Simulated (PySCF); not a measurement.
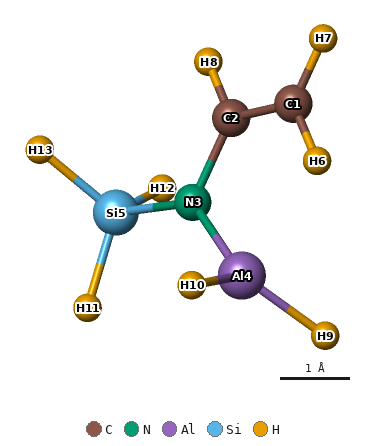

**Figure 1.** The structure as given in the input (ball-and-stick view, seen at a tilt; atoms are numbered from 1 in the order of the input). Sticks mark near contacts.

# NMR shielding calculation, with input and output: C2H8AlNSi

System: C2H8AlNSi, SMILES C=C[N]([AlH2])[SiH3].
Method: GIAO PBE0/pcSseg-1 NMR shielding, non-relativistic, gas phase (PySCF 2.14.0).

The geometry comes from this level: GFN2-xTB. It belongs to a series of runs on one base structure; here: H on N replaced by vinyl. Figures and captions count atoms from 1; the log counts them from 0 in places.

What the program printed:
```
coarse grid: 11448 points
cycle   1  E = -667.1744002007  dE =  3.536e-01  |g| = 4.481e-01  |ddm| = 3.238e+00
cycle   2  E = -667.1450836348  dE =  2.932e-02  |g| = 5.825e-01  |ddm| = 8.640e-01
cycle   3  E = -667.2194065890  dE = -7.432e-02  |g| = 9.233e-02  |ddm| = 5.491e-01
cycle   4  E = -667.2209091257  dE = -1.503e-03  |g| = 4.110e-02  |ddm| = 1.012e-01
cycle   5  E = -667.2213317942  dE = -4.227e-04  |g| = 1.035e-02  |ddm| = 4.313e-02
cycle   6  E = -667.2213571950  dE = -2.540e-05  |g| = 2.952e-03  |ddm| = 1.020e-02
cycle   7  E = -667.2213593446  dE = -2.150e-06  |g| = 4.709e-04  |ddm| = 2.738e-03
final grid: 100200 points
cycle   8  E = -667.2479262353  dE = -1.446e-05  |g| = 5.768e-03  |ddm| = 1.823e-02
cycle   9  E = -667.2479206603  dE =  5.575e-06  |g| = 7.570e-03  |ddm| = 1.185e-02
cycle  10  E = -667.2479342165  dE = -1.356e-05  |g| = 1.178e-03  |ddm| = 6.921e-03
cycle  11  E = -667.2479345322  dE = -3.157e-07  |g| = 2.181e-04  |ddm| = 1.071e-03
cycle  12  E = -667.2479345441  dE = -1.189e-08  |g| = 4.625e-05  |ddm| = 2.269e-04
cycle  13  E = -667.2479345445  dE = -3.929e-10  |g| = 2.180e-05  |ddm| = 5.049e-05
```

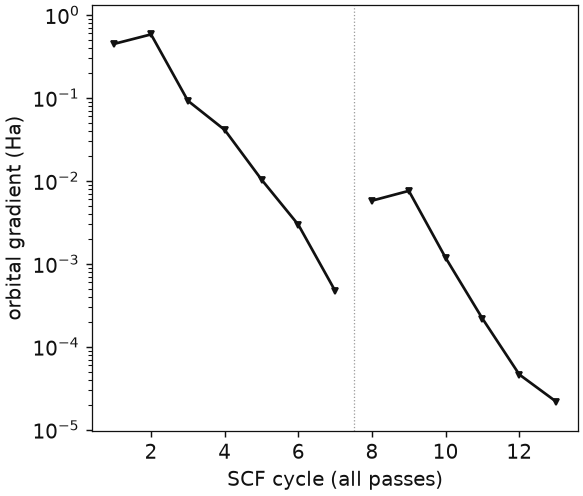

**Figure 2.** Convergence of the self-consistent field: orbital gradient against the SCF cycle. The dotted line marks the change from a coarse to the final integration grid. The first 7 cycles use a coarse grid, the final grid takes over at cycle 8, and the field converges after 13 cycles in all.

```
converged SCF energy = -667.2479345445

GIAO shielding tensors (ppm)
atom      isotropic    diamagn.    paramagn.     s11        s22        s33       span
  0 C      102.307     260.149    -157.843     15.755    138.996    152.169    136.414
  1 C       28.913     251.868    -222.955    -77.913     35.947    128.705    206.618
  2 N      194.843     328.693    -133.850    120.150    226.630    237.750    117.599
  3 Al     347.852     796.459    -448.607    289.272    376.872    377.413     88.141
  4 Si     405.386     879.952    -474.565    364.335    386.433    465.392    101.057
  5 H       28.571      32.729      -4.158     25.672     25.932     34.110      8.438
  6 H       27.378      30.099      -2.721     25.315     25.596     31.223      5.909
  7 H       24.958      31.186      -6.228     22.505     24.472     27.897      5.392
  8 H       26.558      29.657      -3.099     24.109     24.373     31.190      7.081
  9 H       26.604      29.639      -3.035     24.216     24.500     31.096      6.880
 10 H       27.201      29.470      -2.269     23.815     25.981     31.807      7.992
 11 H       26.837      29.072      -2.235     23.249     25.231     32.030      8.781
 12 H       26.864      29.119      -2.255     23.319     25.302     31.971      8.652
```

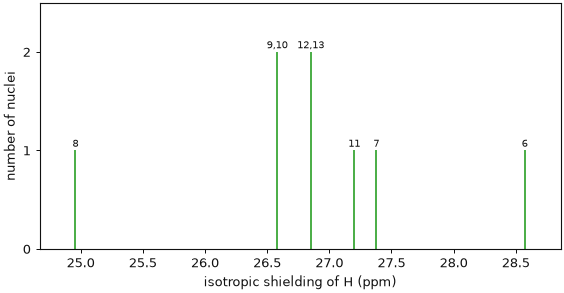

**Figure 3.** Isotropic shieldings of the hydrogen nuclei in this fixed geometry, labelled by atom number; shielding grows to the right, so chemical shift grows to the left. The least shielded is H8 (25.0 ppm), the most shielded H6 (28.6 ppm).

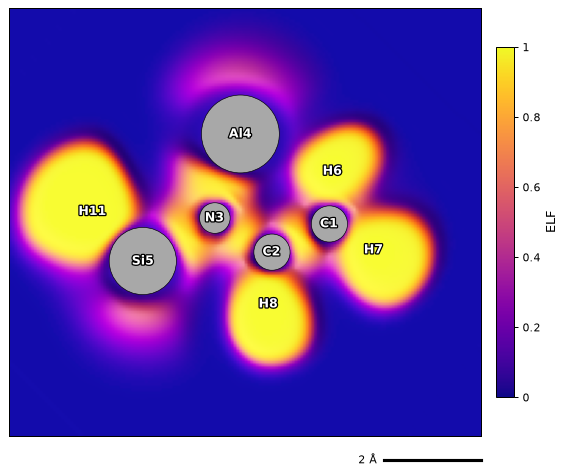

**Figure 4.** Electron localisation function on the plane of atoms C2, C1 and H7. Grey discs, where drawn, cover atomic cores. Atoms in the plane: C, N, Al, Si and H. C–C (1.33 Å): the ELF peaks at about 0.95 between the atoms (a double or triple bond). C–N (1.39 Å): the ELF peaks at about 0.90 between the atoms (localised, shared-pair bonding). Si–N (1.75 Å): the ELF peaks at about 0.90 between the atoms, which marks a shared but strongly polarised pair. Al–N (1.83 Å): the ELF peaks at about 0.90 in the valence shell of N, 0.7 Å from its nucleus, and is about 0.70 at the midpoint. C–H (1.07 Å): the ELF climbs to about 1 towards the hydrogen, as it does in any bond to H (a covalent bond by its length).

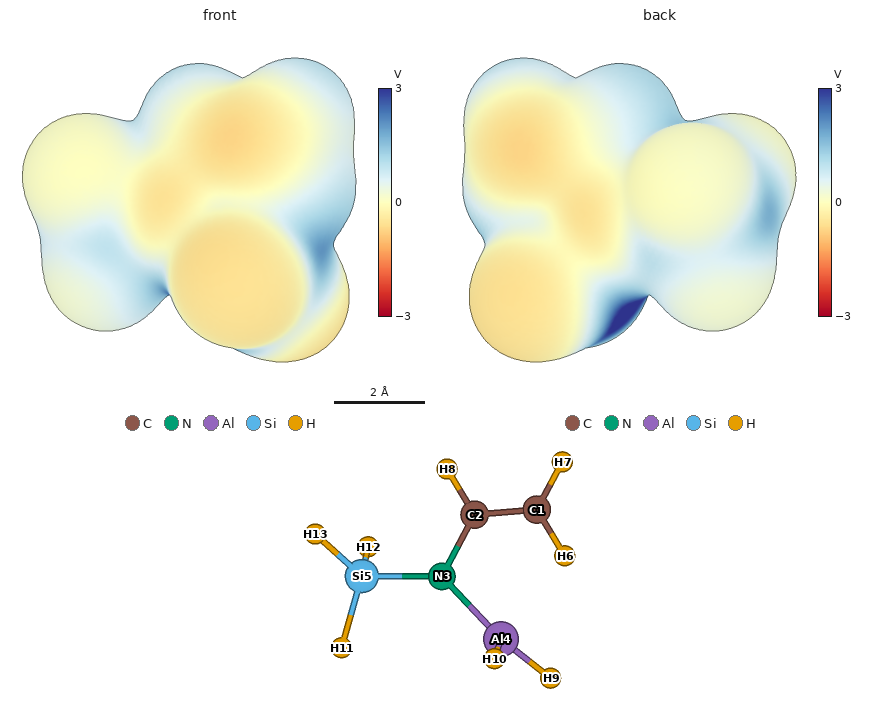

**Figure 5.** The electrostatic potential painted on the density surface at 0.002 e/bohr³, seen at a tilt and from behind; red is negative and blue positive. The bare structure is drawn below in the same view.

This output came from the following input.

Input file:
```
{"job": {"kind": "nmr", "xc": "PBE0", "basis": "pcSseg-1"}, "charge": 0, "multiplicity": 1}
C     -1.275133    -0.607142     1.402578
C     -0.033413    -0.541733     0.923207
N      0.284998     0.098005    -0.263682
Al    -1.305918     0.826536    -0.812004
Si     1.942495     0.042508    -0.816894
H     -2.099284    -0.157456     0.838152
H     -1.526969    -1.097198     2.323744
H      0.783172    -0.998759     1.472853
H     -2.178449     0.088214    -1.851047
H     -1.671210     2.256002    -0.359257
H      1.938506     0.819104    -2.054994
H      2.328280    -1.357101    -1.032113
H      2.808538     0.629506     0.211730
```

The first line tells a small driver script what to run in PySCF; the rest is the geometry in Å.

Launched with:
```bash
OMP_NUM_THREADS=1 python <driver script> task.json out
```

Summary:

- outcome: converged
- total energy: −667.247935 hartree
- HOMO: −6.34 eV
- LUMO: −1.04 eV
- dipole moment: 0.85 D
- isotropic shielding, C: 28.9 to 102.3 ppm
- isotropic shielding, N: 194.8 ppm
- isotropic shielding, Al: 347.9 ppm
- isotropic shielding, Si: 405.4 ppm
- isotropic shielding, H: 25.0 to 28.6 ppm
- hardware: 1 CPU thread, shared host
- wall time: 33 s
- peak memory: 0.65 GiB
